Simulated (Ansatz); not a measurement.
```xyz
9

Si   -0.4967    0.4616   -0.5459
N     0.5468   -0.6453    0.6099
H    -1.7286    1.0051    0.0402
H     0.1269    0.7556   -1.8424
Cl   -1.4678   -1.3805   -1.2503
H     1.5318   -0.4252    0.4705
Br    0.7959    2.2545    0.4998
H     0.3526   -1.6319    0.4435
H     0.3393   -0.3936    1.5748
```

The product side of a reaction path; geometry: PBE0-D4/def2-TZVP; a saddle point, not a minimum.

All numbers below come from Ansatz 0.2.0, RKS PBE0-D4/def2-TZVPP.

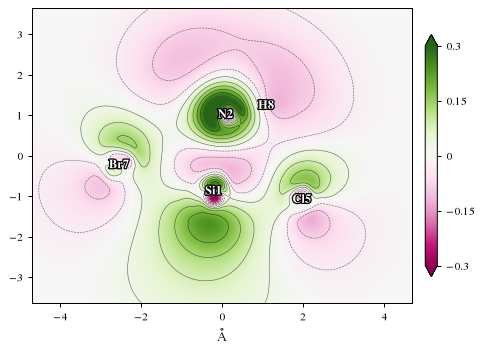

BrClH₅NSi. One frontier orbital on the plane of atoms Si1, N2 and H8 (values in Å⁻³ᐟ²; the overall sign is arbitrary).

Question: Which orbital is it: HOMO or LUMO?

Answer: The LUMO, at −0.57 eV. Its weight (Hirshfeld) is mainly on Si1 (about 25 %), H9 (about 20 %), H6 (about 15 %), N2 (about 15 %), H8 (about 10 %) and Br7 (about 5 %).
